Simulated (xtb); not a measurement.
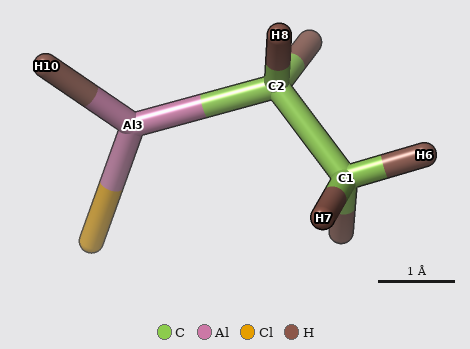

Figure 1. The structure (stick view, seen at a tilt; atoms are numbered from 1 in the order of the input). Sticks mark near contacts. Bond lengths as drawn: Al–C 2.01 Å, Al–Cl 2.02 Å, Al–H 1.54 Å, C–C 1.54 Å and C–H 1.09 to 1.10 Å.

# Single-point calculation, with input and output: C2H6AlCl

- system: C2H6AlCl
- method: GFN1-xTB, ALPB solvent phenol (xtb 6.7.1 later snapshot)

The geometry comes from this level: GFN2-xTB.

**What the program printed**
```
* xtb version 6.7.1
   ID    Z sym.   atoms
    1    6 c      1, 2
    2   13 al     3
    3   17 cl     4
    4    1 h      5-10

           -------------------------------------------------
          |                Calculation Setup                |
           -------------------------------------------------

          program call               : xtb struc.tmol --alpb phenol --gfn 1 --scc
          coordinate file            : struc.tmol
          omp threads                :                     1

           -------------------------------------------------
          |                 G F N 1 - x T B                 |
           -------------------------------------------------

      * Hamiltonian:
        H0-scaling (s, p, d)           1.850000    2.250000    2.000000
        zeta-weighting                 0.000000
      * Dispersion:
        s8                             2.400000
        a1                             0.630000
        a2                             5.000000
        s9                             0.000000
      * Repulsion:
        kExp                           1.500000
        rExp                           1.000000
      * Coulomb:
        alpha                          2.000000
        third order                    atomic
        anisotropic                    false
      * Halogen bond correction:
        rad-scale                      1.300000
        damping                        0.440000

      * Solvation model:               ALPB
        Solvent                        phenol
        Parameter file                 internal GFN1-xTB/ALPB
        Dielectric constant                1.2400E+01
        Reference state                gsolv [1 M gas/solution]
        Free energy shift                  3.6753E-03 Eh       2.3063E+00 kcal/mol
        Temperature                        2.9815E+02 K
        Density                            1.0700E+00 kg/L
        Solvent mass                       9.4110E+01 g/mol
        Interaction kernel             P16
        Born radius scaling (c1)           1.3981E+00
        Born radii integrator          GBOBC
        Born offset                        0.0000E+00 a0       0.0000E+00 AA
        H-bond correction              true
        Ion screening                  false
        Surface tension                    1.0000E-05 Eh       1.5569E+01 dyn/cm
        Grid points                               230 per atom

          ...................................................
          :                      SETUP                      :
          :.................................................:
          :  # basis functions                  40          :
          :  # atomic orbitals                  38          :
          :  # shells                           22          :
          :  # electrons                        24          :
          :  # halogen bonds                     0          :
          :  max. iterations                   250          :
          :  Hamiltonian                  GFN1-xTB          :
          :  restarted?                      false          :
          :  GBSA solvation                   true          :
          :  PC potential                    false          :
          :  electronic temp.          300.0000000     K    :
          :  accuracy                    1.0000000          :
          :  -> integral cutoff          0.2500000E+02      :
          :  -> integral neglect         0.1000000E-07      :
          :  -> SCF convergence          0.1000000E-05 Eh   :
          :  -> wf. convergence          0.2000000E-04 e    :
          :  Broyden damping             0.4000000          :
          :  net charge                          0          :
          :  unpaired electrons                  0          :
          ...................................................

 iter      E             dE          RMSdq      gap      omega  full diag
   1    -13.1636381 -0.131636E+02  0.696E+00    5.14       0.0  T
   2    -13.1785745 -0.149364E-01  0.430E+00    5.27       1.0  T
   3    -13.1790114 -0.436927E-03  0.433E-01    5.15       1.0  T
   4    -13.1795660 -0.554611E-03  0.110E-01    5.19       1.0  T
   5    -13.1795865 -0.205194E-04  0.192E-02    5.19       1.6  T
   6    -13.1795872 -0.660366E-06  0.273E-03    5.19      11.6  T
   7    -13.1795872 -0.110073E-07  0.621E-04    5.19      50.9  T
   8    -13.1795872 -0.134778E-08  0.762E-05    5.19     414.7  T
   9    -13.1795872 -0.642686E-11  0.119E-05    5.19    2648.7  T

   *** convergence criteria satisfied after 9 iterations ***

         #    Occupation            Energy/Eh            Energy/eV
      -------------------------------------------------------------
         1        2.0000           -0.9247773             -25.1645
       ...           ...                  ...                  ...
         6        2.0000           -0.5254972             -14.2995
         7        2.0000           -0.4942356             -13.4488
         8        2.0000           -0.4926400             -13.4054
         9        2.0000           -0.4912918             -13.3687
        10        2.0000           -0.4810650             -13.0904
        11        2.0000           -0.4681913             -12.7401
        12        2.0000           -0.4166526             -11.3377 (HOMO)
        13                         -0.2257717              -6.1436 (LUMO)
        14                         -0.1484761              -4.0402
        15                         -0.1252332              -3.4078
        16                         -0.1125887              -3.0637
        17                         -0.1058022              -2.8790
       ...                                ...                  ...
        38                          1.0371428              28.2221
      -------------------------------------------------------------
                  HL-Gap            0.1908808 Eh            5.1941 eV
             Fermi-level           -0.3212122 Eh           -8.7406 eV

 SCC (total)                   0 d,  0 h,  0 min,  0.008 sec
 SCC setup                      ...        0 min,  0.000 sec (  3.001%)
 Dispersion                     ...        0 min,  0.000 sec (  0.292%)
 classical contributions        ...        0 min,  0.000 sec (  0.101%)
 integral evaluation            ...        0 min,  0.002 sec ( 25.443%)
 iterations                     ...        0 min,  0.003 sec ( 31.419%)
 molecular gradient             ...        0 min,  0.003 sec ( 38.442%)
 printout                       ...        0 min,  0.000 sec (  1.140%)

         :::::::::::::::::::::::::::::::::::::::::::::::::::::
         ::                     SUMMARY                     ::
         :::::::::::::::::::::::::::::::::::::::::::::::::::::
         :: total energy             -13.065384257064 Eh    ::
         :: w/o Gsasa/hb/shift       -13.059852096767 Eh    ::
         :: gradient norm              0.044692638158 Eh/a0 ::
         :: HOMO-LUMO gap              5.194132139329 eV    ::
         ::.................................................::
         :: SCC energy               -13.179587195701 Eh    ::
         :: -> electrostatic           0.004908686155 Eh    ::
         :: -> Gsolv                  -0.006394889506 Eh    ::
         ::    -> Gelec               -0.000862729210 Eh    ::
         ::    -> Gsasa               -0.009200494560 Eh    ::
         ::    -> Ghb                 -0.000006991775 Eh    ::
         ::    -> Gshift               0.003675326038 Eh    ::
         :: repulsion energy           0.117298023567 Eh    ::
         :: dispersion energy         -0.003095084930 Eh    ::
         :: halogen bond corr.         0.000000000000 Eh    ::
         :: add. restraining           0.000000000000 Eh    ::
         :: total charge              -0.000000000000 e     ::
         :::::::::::::::::::::::::::::::::::::::::::::::::::::

           -------------------------------------------------
          |                Property Printout                |
           -------------------------------------------------

    * Orbital Energies and Occupations

         #    Occupation            Energy/Eh            Energy/eV
      -------------------------------------------------------------
         1        2.0000           -0.9247773             -25.1645
         2        2.0000           -0.6413668             -17.4525
         3        2.0000           -0.6004689             -16.3396
         4        2.0000           -0.5461632             -14.8619
         5        2.0000           -0.5421488             -14.7526
         6        2.0000           -0.5254972             -14.2995
         7        2.0000           -0.4942356             -13.4488
         8        2.0000           -0.4926400             -13.4054
         9        2.0000           -0.4912918             -13.3687
        10        2.0000           -0.4810650             -13.0904
        11        2.0000           -0.4681913             -12.7401
        12        2.0000           -0.4166526             -11.3377 (HOMO)
        13                         -0.2257717              -6.1436 (LUMO)
        14                         -0.1484761              -4.0402
        15                         -0.1252332              -3.4078
        16                         -0.1125887              -3.0637
        17                         -0.1058022              -2.8790
        18                         -0.0704446              -1.9169
        19                         -0.0608625              -1.6562
        20                         -0.0564416              -1.5359
        21                         -0.0523806              -1.4254
        22                         -0.0490514              -1.3348
        23                         -0.0449970              -1.2244
       ...                                ...                  ...
        38                          1.0371428              28.2221
      -------------------------------------------------------------
                  HL-Gap            0.1908808 Eh            5.1941 eV
             Fermi-level           -0.3212122 Eh           -8.7406 eV

  Mulliken/CM5 charges         n(s)   n(p)   n(d)
     1     -0.06121 -0.20887   0.998  3.063  0.000
     2     -0.16135 -0.23781   1.040  3.121  0.000
     3      0.35886  0.18421   1.229  1.016  0.396
     4     -0.19493 -0.14801   1.861  5.340 -0.006
     5      0.03308  0.08601   0.967  0.000  0.000
     6      0.03217  0.08332   0.968  0.000  0.000
     7      0.03178  0.08426   0.968  0.000  0.000
     8      0.04581  0.10202   0.954  0.000  0.000
     9      0.04434  0.10020   0.956  0.000  0.000
    10     -0.12855 -0.04535   1.129  0.000  0.000

Wiberg/Mayer (AO) data.
largest (>0.10) Wiberg bond orders for each atom

 ---------------------------------------------------------------------------
     #   Z sym  total        # sym  WBO       # sym  WBO       # sym  WBO
 ---------------------------------------------------------------------------
     1   6      3.998 --     2      1.006     6      0.981     7      0.973
                             5      0.966
     2   6      3.952 --     1      1.006     9      0.935     8      0.935
                             3      0.908    10      0.103
     3  13      3.206 --     4      1.261     2      0.908    10      0.831
     4  17      1.373 --     3      1.261
     5   1      1.003 --     1      0.966
     6   1      1.006 --     1      0.981
     7   1      1.002 --     1      0.973
     8   1      1.000 --     2      0.935
     9   1      1.000 --     2      0.935
    10   1      0.986 --     3      0.831     2      0.103
 ---------------------------------------------------------------------------

Topologies differ in total number of bonds
Writing topology from bond orders to xtbtopo.mol

 dipole moment from electron density (au)
     X       Y       Z
  -0.2020   0.3438   1.0021  total (Debye):    2.741

           -------------------------------------------------
          | TOTAL ENERGY              -13.065384257064 Eh   |
          | GRADIENT NORM               0.044692638158 Eh/α |
          | HOMO-LUMO GAP               5.194132139329 eV   |
           -------------------------------------------------

------------------------------------------------------------------------
------------------------------------------------------------------------
 total:
 *  cpu-time:     0 d,  0 h,  0 min,  0.014 sec
 * ratio c/w:     1.000 speedup
 SCF:
 *  cpu-time:     0 d,  0 h,  0 min,  0.008 sec
 * ratio c/w:     1.000 speedup
```

This output came from the following input.

**Input (struc.tmol)**
```
$coord
     -1.885190781927      1.587199869334      0.411733528033  c
      0.063891640274     -0.370877649219      1.329856965683  c
      2.348098093415     -1.594853260139     -1.435568245094  al
      1.206004315475     -2.487011860836     -4.976593749202  cl
     -2.954851357510      0.855951448149     -1.190848711955  h
     -3.221264946560      2.066207647405      1.904919522668  h
     -0.949511788579      3.317622081654     -0.195057530584  h
      1.175163985121      0.445635214709      2.878959956345  h
     -0.981712721743     -1.949063524939      2.191553181251  h
      5.199354664773     -1.870828863380     -0.918936019883  h
$end
```

Launch command:
```bash
xtb struc.tmol --alpb phenol --gfn 1 --scc > struc.out 2> xtb.err
```

**Summary**

```json
{"quantity": "outcome", "value": "converged"}
{"quantity": "electrons treated", "value": "24"}
{"quantity": "total energy", "value": "−13.065384 hartree"}
{"quantity": "dispersion energy", "value": "−0.003095 hartree"}
{"quantity": "solvation energy", "value": "−0.006395 hartree"}
{"quantity": "basis functions", "value": "40"}
{"quantity": "HOMO", "value": "−11.34 eV"}
{"quantity": "LUMO", "value": "−6.14 eV"}
{"quantity": "dipole moment", "value": "2.74 D"}
{"quantity": "hardware", "value": "1 thread of Arm Neoverse V1, 24 GiB of memory available, shared host"}
{"quantity": "peak memory", "value": "0.075 GiB"}
```
